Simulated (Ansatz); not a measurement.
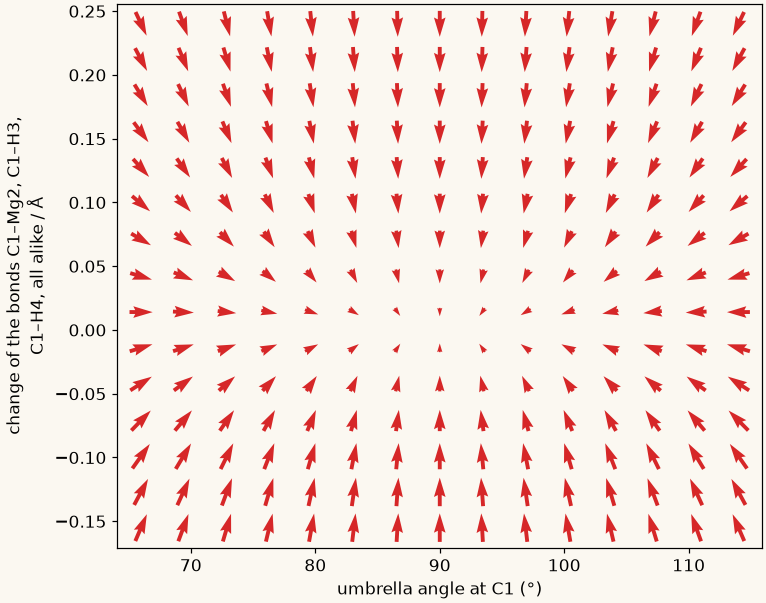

CH₃Mg, SMILES [CH2][MgH], spin multiplicity 2. The first coordinate is: umbrella angle at C1 (between each of its bonds and their common axis; 90 is planar); the second: change of the bonds C1–Mg2, C1–H3, C1–H4, all alike. Nothing is relaxed (all other coordinates rigid). Grid: 15 × 15 points; 120 points were computed and 105 follow by symmetry. Points are written as (first, second). Level of theory: Ansatz 0.2.0, UKS PBE0-D4/def2-TZVP.

The picture shows arrows along the force (downhill), their lengths compressed.

> The arrows alone are given. Where is the energy lowest?

The arrows converge at about (90°, 0.000 Å) (read from the interpolated surface).

The energy map of the same scan:

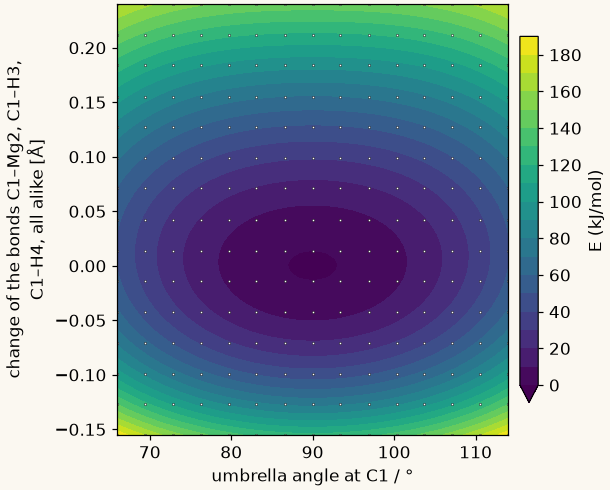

Energies are in kJ/mol, from the lowest grid point; between grid points the surface is interpolated.
